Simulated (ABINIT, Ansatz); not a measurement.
# Lattice dynamics of TbAl (Pm-3m) in two programs, part 2 of 3

Aim: the phonon dispersion of TbAl (Pm-3m), checked by a second program.

ABINIT 10.8.3; DFT PBEsol, scalar-relativistic, plane waves, PseudoDojo norm-conserving, 4f in core pseudopotentials (the lanthanide files made for PBE).

So far. Step 3 (Ground state): The cell stands at -0.45 GPa: the relaxation ran with a smoothed and higher cutoff, and the difference is a stress of the finite basis. Step 4 (Zone-centre response): The acoustic modes at Γ come out as far as 2.2 cm⁻¹ from zero, where they should vanish, a small numerical error. The relaxed cell has a = 3.567 Å (conventional setting).

### Step 5. Modes with the sum rule

anaddb reads the merged derivatives and imposes the acoustic sum rule.

anaddb.abi reads:

```
ddb_filepath "gamma_DDB"
output_file "anaddb.abo"
outdata_prefix "anaddb"
asr 1
chneut 1
enunit 2
eivec 1
nph1l 1
qph1l 0.0 0.0 0.0 1.0
```

mrgddb.in reads:

```
gamma_DDB
merged
2
dfpt_gammao_DDB
gso_DDB
```

Started as:

```
mrgddb < mrgddb.in > mrgddb.log
OMP_NUM_THREADS=1 anaddb anaddb.abi > anaddb.log
```

Numbers of over 12 decimals in the logs are rounded to 6 here.

anaddb.abo, the main output file:

```text
-outvars_anaddb: echo values of input variables ----------------------

 Miscellaneous information :
      enunit         2
       eivec         1
         asr         1
 First list of wavevector (reduced coord.) :
       nph1l         1
       qph1l
                     0.00000000E+00  0.00000000E+00  0.00000000E+00    1.000E+00

================================================================================

 read the DDB information and perform some checks

  ==== Info on the Cryst% object ====
 Real(R)+Recip(G) space primitive vectors, cartesian coordinates (Bohr,Bohr^-1):
 R(1)=  6.7406094  0.0000000  0.0000000  G(1)=  0.1483545  0.0000000  0.0000000
 R(2)=  0.0000000  6.7406094  0.0000000  G(2)=  0.0000000  0.1483545  0.0000000
 R(3)=  0.0000000  0.0000000  6.7406094  G(3)=  0.0000000  0.0000000  0.1483545
 Unit cell volume ucvol=  3.0626509E+02 bohr^3
 Angles (23,13,12)=  9.00000000E+01  9.00000000E+01  9.00000000E+01 degrees
 Time-reversal symmetry is present
 Reduced atomic positions [iatom, xred, symbol]:
    1)    0.5000000  0.5000000  0.5000000  Tb
    2)    0.0000000  0.0000000  0.0000000  Al

 DDB file with 3 blocks has been read.

================================================================================

 Treat the first list of vectors

  Phonon wavevector (reduced coordinates) :  0.00000  0.00000  0.00000
 Phonon energies in Hartree :
   0.000000E+00  0.000000E+00  0.000000E+00  1.024406E-03  1.024406E-03
   1.024406E-03
 Phonon energies in meV     :
-  0.000000E+00  0.000000E+00  0.000000E+00  2.787552E+01  2.787552E+01
-  2.787552E+01
 Phonon frequencies in cm-1    :
-  0.000000E+00  0.000000E+00  0.000000E+00  2.248312E+02  2.248312E+02
-  2.248312E+02
 Phonon frequencies in Thz     :
-  0.000000E+00  0.000000E+00  0.000000E+00  6.740270E+00  6.740270E+00
-  6.740270E+00
 Phonon energies in Kelvin  :
-  0.000000E+00  0.000000E+00  0.000000E+00  3.234819E+02  3.234819E+02
-  3.234819E+02

 Eigendisplacements
 (will be given, for each mode : in cartesian coordinates
   for each atom the real part of the displacement vector,
   then the imaginary part of the displacement vector - absolute values smaller than 1.0d-7 are set to zero)
  Mode number    1   Energy    0.000000E+00
 Attention : low frequency mode.
   (Could be unstable or acoustic mode)
-  1  0.00000000E+00  0.00000000E+00  1.71779850E-03
-     0.00000000E+00  0.00000000E+00  0.00000000E+00
-  2  0.00000000E+00  0.00000000E+00  1.71779848E-03
-     0.00000000E+00  0.00000000E+00  0.00000000E+00
  Mode number    2   Energy    0.000000E+00
 Attention : low frequency mode.
   (Could be unstable or acoustic mode)
-  1  0.00000000E+00  1.71779850E-03  0.00000000E+00
-     0.00000000E+00  0.00000000E+00  0.00000000E+00
-  2  0.00000000E+00  1.71779848E-03  0.00000000E+00
-     0.00000000E+00  0.00000000E+00  0.00000000E+00
  Mode number    3   Energy    0.000000E+00
 Attention : low frequency mode.
   (Could be unstable or acoustic mode)
-  1  1.71779850E-03  0.00000000E+00  0.00000000E+00
-     0.00000000E+00  0.00000000E+00  0.00000000E+00
-  2  1.71779848E-03  0.00000000E+00  0.00000000E+00
-     0.00000000E+00  0.00000000E+00  0.00000000E+00
  Mode number    4   Energy    1.024406E-03
-  1  0.00000000E+00  0.00000000E+00  7.07797457E-04
-     0.00000000E+00  0.00000000E+00  0.00000000E+00
-  2  0.00000000E+00  0.00000000E+00 -4.16903399E-03
-     0.00000000E+00  0.00000000E+00  0.00000000E+00
  Mode number    5   Energy    1.024406E-03
-  1  0.00000000E+00  7.07797457E-04  0.00000000E+00
-     0.00000000E+00  0.00000000E+00  0.00000000E+00
-  2  0.00000000E+00 -4.16903399E-03  0.00000000E+00
-     0.00000000E+00  0.00000000E+00  0.00000000E+00
  Mode number    6   Energy    1.024406E-03
-  1  7.07797457E-04  0.00000000E+00  0.00000000E+00
-     0.00000000E+00  0.00000000E+00  0.00000000E+00
-  2 -4.16903399E-03  0.00000000E+00  0.00000000E+00
-     0.00000000E+00  0.00000000E+00  0.00000000E+00

 Analysis of degeneracies and characters (maximum tolerance=1.00E-06 a.u.)
 For each vibration mode, or group of modes if degenerate,
 the characters are given for each symmetry operation (see the list in the log file).
 Symmetry characters of vibration mode #   1
       degenerate with vibration modes #   2 to    3
  3.0 -3.0 -1.0  1.0 -1.0  1.0 -1.0  1.0  1.0 -1.0 -1.0  1.0  1.0 -1.0 -1.0  1.0
 -0.0  0.0 -0.0  0.0  0.0 -0.0  0.0 -0.0  1.0 -1.0 -1.0  1.0 -1.0  1.0  1.0 -1.0
 -0.0  0.0  0.0 -0.0  0.0 -0.0 -0.0  0.0  1.0 -1.0  1.0 -1.0 -1.0  1.0 -1.0  1.0
 Symmetry characters of vibration mode #   4
       degenerate with vibration modes #   5 to    6
  3.0 -3.0 -1.0  1.0 -1.0  1.0 -1.0  1.0  1.0 -1.0 -1.0  1.0  1.0 -1.0 -1.0  1.0
 -0.0  0.0 -0.0  0.0  0.0 -0.0  0.0 -0.0  1.0 -1.0 -1.0  1.0 -1.0  1.0  1.0 -1.0
 -0.0  0.0  0.0 -0.0  0.0 -0.0 -0.0  0.0  1.0 -1.0  1.0 -1.0 -1.0  1.0 -1.0  1.0
-
```

It took 0.51 s on 1 thread of Arm Neoverse V2, shared host.

No LO-TO term; unit eigenvectors of the mass-weighted matrix, from anaddb's displacements. The modes at Γ (shares of kinetic energy by element, %):

| mode | frequency (cm⁻¹) | symmetry | Tb % | Al % |
| --- | --- | --- | --- | --- |
| 1 | 0.0 | acoustic | 85 | 15 |
| 2 | 0.0 | acoustic | 85 | 15 |
| 3 | 0.0 | acoustic | 85 | 15 |
| 4 | 224.8 | T1u | 15 | 85 |
| 5 | 224.8 | T1u | 15 | 85 |
| 6 | 224.8 | T1u | 15 | 85 |

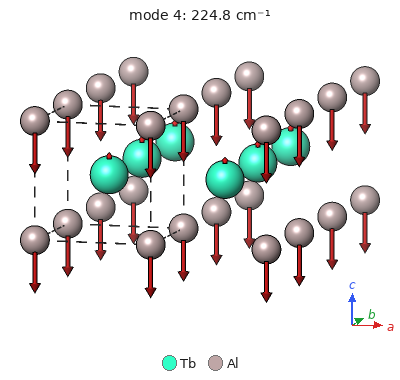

Displacement patterns of mode 4 at Γ; arrows are exaggerated. 2×3×1 cells are drawn. Some periodic images of atoms are drawn too.

The rule moves no optical mode by more than 0.1 cm⁻¹.

### Step 6. Phonons on a q mesh

Linear response treats each wavevector in the unit cell, with no supercell; the 2×2×2 mesh fixes the range of the force constants to be had.

dfpt_q.abi reads:

```
ndtset 3

# wavevectors
qpt1 0.5 0.0 0.0
qpt2 0.5 0.5 0.0
qpt3 0.5 0.5 0.5

# displacements
getwfk_filepath "gso_WFK"
getwfq_filepath "gso_WFK"
kptopt 3
nqpt 1
rfphon 1
rfatpol 1 2
rfdir 1 1 1
tolvrs 1.0d-10
prtwf 0

# basis, mesh and filling
ecut 21.0
ixc -116133
ngkpt 10 10 10
nshiftk 1
shiftk 0.0 0.0 0.0
istwfk *1
occopt 6
tsmear 0.01
nband 13
nstep 100
diemac 1000000.0
prtebands 0
prtgsr 0
useylm 1

# cell and atoms
acell 3*1.0 Angstrom
rprim 
    3.566976905 0.0 0.0
    0.0 3.566976905 0.0
    0.0 0.0 3.566976905
ntypat 2
znucl 65 13
natom 2
typat 1 2
xred 
    0.5 0.5 0.5
    0.0 0.0 0.0
pp_dirpath "./pseudo"
pseudos "Tb.upf, Al.upf"
```

Started as:

```
OMP_NUM_THREADS=1 mpirun -n 4 abinit dfpt_q.abi > dfpt_q.log
```

dfpt_q.abo, the main output file:

```text
[banners, grids, parts of the stress and lines that vanish by symmetry left out]
- input  file    -> dfpt_q.abi
- output file    -> dfpt_q.abo
- root for input  files -> dfpt_qi
[...]
DATASET    1 : space group Pm -3 m (#221); Bravais cP (primitive cubic)
[...]
nfft =       27000          nkpt =        1000
[...]
DATASET    2 : space group Pm -3 m (#221); Bravais cP (primitive cubic)
[...]
nfft =       27000          nkpt =        1000
[...]
DATASET    3 : space group Pm -3 m (#221); Bravais cP (primitive cubic)
[...]
nfft =       27000          nkpt =        1000
[...]
== DATASET  1 ==================================================================
[...]
cutoff_energies: {ecut:  21.0, pawecutdg:  -1.0, }
[...]
Perturbation : displacement of atom   1   along direction   1
[...]
-ETOT  1   10.832914625754     -1.213E+03 3.908E+00 3.482E+04
 ETOT  2   4.635567     -6.197E+00 3.971E-01 2.947E+02
 ETOT  3   4.575649     -5.992E-02 8.244E-03 7.169E+00
 ETOT  4   4.574103     -1.546E-03 5.917E-03 3.306E-02
 ETOT  5   4.574068     -3.496E-05 5.518E-04 2.437E-04
[...]
At SCF step    9       vres2   =  4.58E-11 < tolvrs=  1.00E-10 =>converged.
[...]
Perturbation : displacement of atom   1   along direction   2
[...]
-ETOT  1   2.271011     -9.605E+02 3.823E+00 9.145E+01
[...]
At SCF step    9       vres2   =  3.53E-13 < tolvrs=  1.00E-10 =>converged.
[...]
Perturbation : displacement of atom   2   along direction   1
[...]
-ETOT  1   15.933112734001     -3.045E+01 1.606E+00 7.153E+04
[...]
At SCF step   10       vres2   =  2.73E-12 < tolvrs=  1.00E-10 =>converged.
[...]
Perturbation : displacement of atom   2   along direction   2
[...]
-ETOT  1   2.438986     -2.454E+01 1.110E+00 2.512E+02
[...]
At SCF step    8       vres2   =  5.77E-12 < tolvrs=  1.00E-10 =>converged.
[...]
Phonon wavevector (reduced coordinates) :  0.50000  0.00000  0.00000
 Phonon energies in Hartree :
[...]
Phonon frequencies in cm-1    :
-  8.421666E+01  8.421666E+01  1.293778E+02  2.213867E+02  2.213867E+02
-  2.281457E+02
[...]
== DATASET  2 ==================================================================
[...]
cutoff_energies: {ecut:  21.0, pawecutdg:  -1.0, }
[...]
Perturbation : displacement of atom   1   along direction   1
[...]
-ETOT  1   6.739570     -1.091E+03 7.240E+00 6.273E+03
[...]
Perturbation : displacement of atom   1   along direction   3
[...]
-ETOT  1   1.631249     -9.520E+02 3.725E+00 6.115E+01
[...]
Perturbation : displacement of atom   2   along direction   1
[...]
-ETOT  1   3.245200     -3.378E+01 5.400E-01 2.678E+03
[...]
Perturbation : displacement of atom   2   along direction   3
[...]
-ETOT  1   2.693211     -2.361E+01 1.497E+00 5.013E+01
[...]
Phonon wavevector (reduced coordinates) :  0.50000  0.50000  0.00000
 Phonon energies in Hartree :
[...]
Phonon frequencies in cm-1    :
-  3.078191E+01  3.078191E+01  6.966150E+01  2.394066E+02  2.595560E+02
-  2.595560E+02
[...]
== DATASET  3 ==================================================================
[...]
cutoff_energies: {ecut:  21.0, pawecutdg:  -1.0, }
[...]
Perturbation : displacement of atom   1   along direction   1
[...]
-ETOT  1   5.886122     -1.044E+03 3.199E+00 3.295E+03
[...]
At SCF step    8       vres2   =  1.78E-11 < tolvrs=  1.00E-10 =>converged.
[...]
Perturbation : displacement of atom   2   along direction   1
[...]
-ETOT  1   3.236220     -3.021E+01 1.233E+00 1.261E+02
[...]
ETOT  6   3.185356     -6.085E-10 1.486E-04 3.947E-09
 ETOT  7   3.185356     -1.442E-12 2.278E-05 1.843E-11
 At SCF step    7       vres2   =  1.84E-11 < tolvrs=  1.00E-10 =>converged.
[...]
Phonon wavevector (reduced coordinates) :  0.50000  0.50000  0.50000
 Phonon energies in Hartree :
[...]
Phonon frequencies in cm-1    :
-  1.229326E+02  1.229326E+02  1.229326E+02  2.620298E+02  2.620298E+02
-  2.620298E+02
[...]
strten2     0.0000000000E+00  0.0000000000E+00  0.0000000000E+00
           strten3     0.0000000000E+00  0.0000000000E+00  0.0000000000E+00
================================================================================
```

Wall time 8.3 min (4 MPI ranks).

Read from the output:

```
lowest mode on the q mesh (acoustic ones at the zone centre apart) : 30.78 cm⁻¹
```

Frequencies (cm⁻¹) before the sum rule at the irreducible wavevectors but Γ, which is solved apart; negative means imaginary. Frequencies by wavevector:

| q (fractions) | star | mode 1 | mode 2 | mode 3 | mode 4 | mode 5 | mode 6 |
| --- | --- | --- | --- | --- | --- | --- | --- |
| 0.5 0 0 | 3 | 84.22 | 84.22 | 129.4 | 221.4 | 221.4 | 228.2 |
| 0.5 0.5 0 | 3 | 30.78 | 30.78 | 69.66 | 239.4 | 259.6 | 259.6 |
| 0.5 0.5 0.5 | 1 | 122.9 | 122.9 | 122.9 | 262 | 262 | 262 |

### Step 7. Dispersion

anaddb transforms the dynamical matrices to force constants and back along the path; points of the mesh come back as solved, but for the sum rule and, in polar crystals, the LO-TO term at Γ; the rest is interpolation.

anaddb.abi reads:

```
ddb_filepath "all_DDB"
output_file "anaddb.abo"
outdata_prefix "anaddb"
ifcflag 1
ngqpt 2 2 2
nqshft 1
q1shft 0.0 0.0 0.0
asr 1
chneut 0
dipdip 0
dipquad 0
quadquad 0
enunit 0
eivec 0
nph1l 62
qph1l 
    0.0 0.0 0.0 1.0
    0.0 0.05 0.0 1.0
    0.0 0.1 0.0 1.0
    0.0 0.15 0.0 1.0
    0.0 0.2 0.0 1.0
    0.0 0.25 0.0 1.0
    0.0 0.3 0.0 1.0
    0.0 0.35 0.0 1.0
    0.0 0.4 0.0 1.0
    0.0 0.45 0.0 1.0
    0.0 0.5 0.0 1.0
    0.05 0.5 0.0 1.0
    0.1 0.5 0.0 1.0
    0.15 0.5 0.0 1.0
    0.2 0.5 0.0 1.0
    0.25 0.5 0.0 1.0
    0.3 0.5 0.0 1.0
    0.35 0.5 0.0 1.0
    0.4 0.5 0.0 1.0
    0.45 0.5 0.0 1.0
    0.5 0.5 0.0 1.0
    0.45 0.45 0.0 1.0
    0.4 0.4 0.0 1.0
    0.35 0.35 0.0 1.0
    0.3 0.3 0.0 1.0
    0.25 0.25 0.0 1.0
    0.2 0.2 0.0 1.0
    0.15 0.15 0.0 1.0
    0.1 0.1 0.0 1.0
    0.05 0.05 0.0 1.0
    0.0 0.0 0.0 1.0
    0.05 0.05 0.05 1.0
    0.1 0.1 0.1 1.0
    0.15 0.15 0.15 1.0
    0.2 0.2 0.2 1.0
    0.25 0.25 0.25 1.0
    0.3 0.3 0.3 1.0
    0.35 0.35 0.35 1.0
    0.4 0.4 0.4 1.0
    0.45 0.45 0.45 1.0
    0.5 0.5 0.5 1.0
    0.45 0.5 0.45 1.0
    0.4 0.5 0.4 1.0
    0.35 0.5 0.35 1.0
    0.3 0.5 0.3 1.0
    0.25 0.5 0.25 1.0
    0.2 0.5 0.2 1.0
    0.15 0.5 0.15 1.0
    0.1 0.5 0.1 1.0
    0.05 0.5 0.05 1.0
    0.0 0.5 0.0 1.0
    0.5 0.5 0.5 1.0
    0.5 0.5 0.45 1.0
    0.5 0.5 0.4 1.0
    0.5 0.5 0.35 1.0
    0.5 0.5 0.3 1.0
    0.5 0.5 0.25 1.0
    0.5 0.5 0.2 1.0
    0.5 0.5 0.15 1.0
    0.5 0.5 0.1 1.0
    0.5 0.5 0.05 1.0
    0.5 0.5 0.0 1.0
```

mrgddb.in reads:

```
all_DDB
merged
4
dfpt_gammao_DDB
dfpt_qo_DS1_DDB
dfpt_qo_DS2_DDB
dfpt_qo_DS3_DDB
```

Started as:

```
mrgddb < mrgddb.in > mrgddb.log
OMP_NUM_THREADS=1 anaddb anaddb.abi > anaddb.log
```

anaddb.abo, the main output file:

```text
[banners, grids, parts of the stress and lines that vanish by symmetry left out]
-outvars_anaddb: echo values of input variables ----------------------

 Flags :
[...]
Phonon wavevector (reduced coordinates) :  0.00000  0.00000  0.00000
 Phonon energies in Hartree :
[...]
Phonon frequencies in cm-1    :
-  0.000000E+00  0.000000E+00  0.000000E+00  2.248312E+02  2.248312E+02
-  2.248312E+02
[...]
Phonon wavevector (reduced coordinates) :  0.00000  0.05000  0.00000
 Phonon energies in Hartree :
[...]
Phonon frequencies in cm-1    :
-  1.300701E+01  1.300701E+01  1.954933E+01  2.247575E+02  2.247575E+02
-  2.249741E+02
[...]
Phonon wavevector (reduced coordinates) :  0.00000  0.10000  0.00000
 Phonon energies in Hartree :
[...]
Phonon frequencies in cm-1    :
-  2.571490E+01  2.571490E+01  3.869220E+01  2.245411E+02  2.245411E+02
-  2.253755E+02
[...]
Phonon wavevector (reduced coordinates) :  0.00000  0.15000  0.00000
 Phonon energies in Hartree :
[...]
Phonon frequencies in cm-1    :
-  3.782874E+01  3.782874E+01  5.702400E+01  2.241962E+02  2.241962E+02
-  2.259592E+02
[...]
Phonon wavevector (reduced coordinates) :  0.00000  0.20000  0.00000
 Phonon energies in Hartree :
[...]
Phonon frequencies in cm-1    :
-  4.906194E+01  4.906194E+01  7.414284E+01  2.237471E+02  2.237471E+02
-  2.266166E+02
[...]
Phonon wavevector (reduced coordinates) :  0.00000  0.25000  0.00000
 Phonon energies in Hartree :
[...]
Phonon frequencies in cm-1    :
-  5.914047E+01  5.914047E+01  8.964900E+01  2.232291E+02  2.232291E+02
-  2.272315E+02
  Phonon wavevector (reduced coordinates) :  0.00000  0.30000  0.00000
 Phonon energies in Hartree :
[...]
Phonon frequencies in cm-1    :
-  6.780760E+01  6.780760E+01  1.031433E+02  2.226881E+02  2.226881E+02
-  2.277091E+02
  Phonon wavevector (reduced coordinates) :  0.00000  0.35000  0.00000
 Phonon energies in Hartree :
[...]
Phonon frequencies in cm-1    :
-  7.483020E+01  7.483020E+01  1.142275E+02  2.221783E+02  2.221783E+02
-  2.280022E+02
  Phonon wavevector (reduced coordinates) :  0.00000  0.40000  0.00000
 Phonon energies in Hartree :
[...]
Phonon frequencies in cm-1    :
-  8.000731E+01  8.000731E+01  1.225139E+02  2.217579E+02  2.217579E+02
-  2.281257E+02
  Phonon wavevector (reduced coordinates) :  0.00000  0.45000  0.00000
 Phonon energies in Hartree :
[...]
Phonon frequencies in cm-1    :
-  8.318146E+01  8.318146E+01  1.276554E+02  2.214801E+02  2.214801E+02
-  2.281464E+02
  Phonon wavevector (reduced coordinates) :  0.00000  0.50000  0.00000
 Phonon energies in Hartree :
[...]
Phonon frequencies in cm-1    :
-  8.425122E+01  8.425122E+01  1.294003E+02  2.213828E+02  2.213828E+02
-  2.281419E+02
  Phonon wavevector (reduced coordinates) :  0.05000  0.50000  0.00000
 Phonon energies in Hartree :
[...]
Phonon frequencies in cm-1    :
-  8.306534E+01  8.392532E+01  1.270848E+02  2.218413E+02  2.228611E+02
-  2.290669E+02
  Phonon wavevector (reduced coordinates) :  0.10000  0.50000  0.00000
 Phonon energies in Hartree :
[...]
Phonon frequencies in cm-1    :
-  7.964738E+01  8.297225E+01  1.206075E+02  2.231664E+02  2.268340E+02
-  2.316880E+02
  Phonon wavevector (reduced coordinates) :  0.15000  0.50000  0.00000
 Phonon energies in Hartree :
[...]
Phonon frequencies in cm-1    :
-  7.436334E+01  8.146561E+01  1.109929E+02  2.252149E+02  2.323021E+02
-  2.356011E+02
[...]
Phonon wavevector (reduced coordinates) :  0.40000  0.50000  0.40000
 Phonon energies in Hartree :
[...]
Phonon frequencies in cm-1    :
-  1.083496E+02  1.131728E+02  1.195105E+02  2.569829E+02  2.610213E+02
-  2.619405E+02
  Phonon wavevector (reduced coordinates) :  0.35000  0.50000  0.35000
 Phonon energies in Hartree :
[...]
Phonon frequencies in cm-1    :
-  9.230665E+01  1.035078E+02  1.154701E+02  2.514033E+02  2.593034E+02
-  2.610483E+02
  Phonon wavevector (reduced coordinates) :  0.30000  0.50000  0.30000
 Phonon energies in Hartree :
[...]
Phonon frequencies in cm-1    :
-  7.397160E+01  9.450071E+01  1.102955E+02  2.448029E+02  2.563799E+02
-  2.587639E+02
  Phonon wavevector (reduced coordinates) :  0.25000  0.50000  0.25000
 Phonon energies in Hartree :
[...]
Phonon frequencies in cm-1    :
-  5.815695E+01  8.992145E+01  1.044351E+02  2.380920E+02  2.521621E+02
-  2.546438E+02
  Phonon wavevector (reduced coordinates) :  0.20000  0.50000  0.20000
 Phonon energies in Hartree :
[...]
Phonon frequencies in cm-1    :
-  5.183359E+01  9.246543E+01  9.842150E+01  2.320712E+02  2.467892E+02
-  2.485365E+02
  Phonon wavevector (reduced coordinates) :  0.15000  0.50000  0.15000
 Phonon energies in Hartree :
[...]
Phonon frequencies in cm-1    :
-  5.794405E+01  9.284031E+01  1.016553E+02  2.272775E+02  2.406753E+02
-  2.406939E+02
[...]
Phonon wavevector (reduced coordinates) :  0.50000  0.50000  0.05000
 Phonon energies in Hartree :
[...]
Phonon frequencies in cm-1    :
-  3.624358E+01  3.624358E+01  7.148161E+01  2.399821E+02  2.595873E+02
-  2.595873E+02
  Phonon wavevector (reduced coordinates) :  0.50000  0.50000  0.00000
 Phonon energies in Hartree :
[...]
Phonon frequencies in cm-1    :
-  3.084761E+01  3.084761E+01  6.970328E+01  2.394030E+02  2.595561E+02
-  2.595561E+02
-
```

It took 0.52 s on 1 thread.

Numbers from this step:

| Quantity | Value |
| --- | --- |
| lowest frequency on the path | 0 cm⁻¹ |

Anaddb. Phonon branches along the path, in cm⁻¹:

```csv
point,branch 1,branch 2,branch 3,branch 4,branch 5,branch 6
Γ,0,0,0,225,225,225
X,84,84,129,221,221,228
M,31,31,70,239,260,260
Γ,0,0,0,225,225,225
R,123,123,123,262,262,262
X,84,84,129,221,221,228
jump to R,123,123,123,262,262,262
M,31,31,70,239,260,260
```

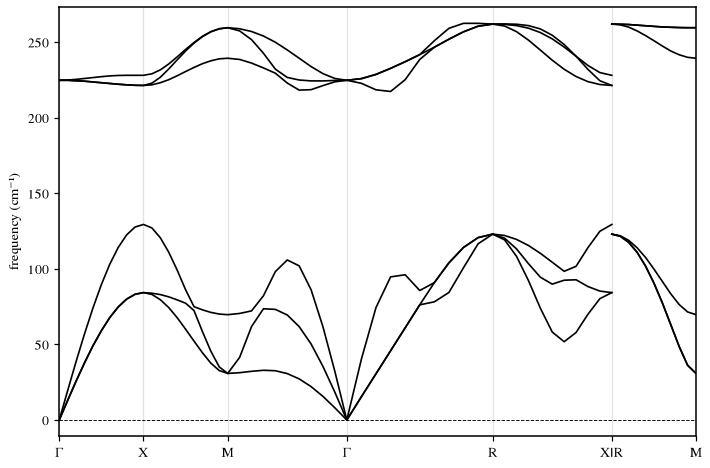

Phonon branches along the path.

All branches are real along the path.

(Continued in part 3 of 3.)

[Host names and launcher messages were left out of these logs when they were recorded.]

[Logs are printed without paths, hosts, clocks, repeated set-up lines and the standing remarks that a program may print on its own settings, such as how far it seeks lower states.]

[Hosts, paths, dates, database ids (printed as entryN), source tags and the programs' standing remarks are cut or masked in the printed files.]
